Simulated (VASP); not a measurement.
Band structure of As$_{2}$Pt (space group Pa-3). Computed with PBEsol GGA, VASP's PBE PAW potentials (set 64) (plane waves; VASP).

Unless said otherwise, spin-orbit coupling is left out, though it shifts the bands of the heavy elements here.

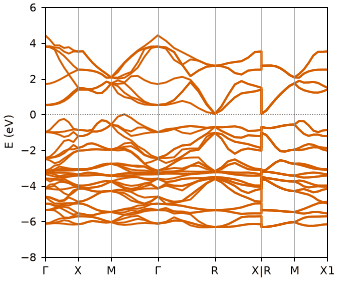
Figure: Bands along high-symmetry lines, zero at the valence-band maximum or, without a gap, the Fermi level

Question: Read the plot: is there a gap, and where are the band edges?

Answer: The gap is indirect, 0.03 eV, from the valence maximum at M-Γ at 0.29 to the conduction minimum at R.

The structure comes from a computed database's As2Pt entry; how it stands against other phases isn't given here. The cell was not relaxed at this level.
